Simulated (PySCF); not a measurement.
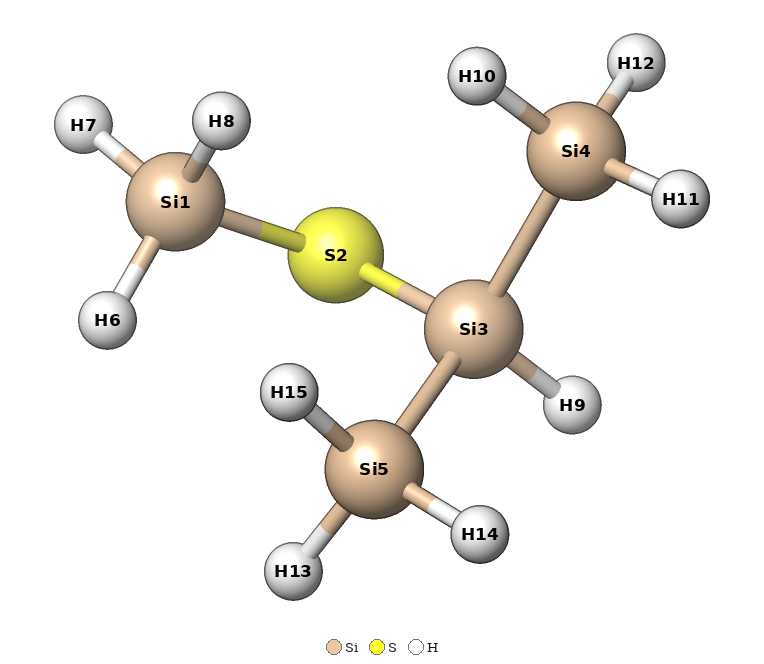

The geometry was computed by an optimisation with PBE0-D3(BJ)/def2-SVP. No frequency run is at hand to confirm it as a minimum. Properties computed with delta-SCF UKS SCAN, pcX-2 on the ionised atom, pcseg-1 elsewhere, spin-free X2C (PySCF 2.14.0).

Give the core-electron binding energies (to vacuum; p and d levels without spin–orbit splitting) of Si1 1s, Si1 2p, S2 1s, S2 2p, Si3 1s, Si3 2p, Si4 1s, Si4 2p.

| atom | level | binding energy (eV) |
| --- | --- | --- |
| Si1 | 1s | 1847.0 |
| Si1 | 2p | 107.4 |
| S2 | 1s | 2476.3 |
| S2 | 2p | 169.0 |
| Si3 | 1s | 1846.4 |
| Si3 | 2p | 106.9 |
| Si4 | 1s | 1846.2 |
| Si4 | 2p | 106.7 |
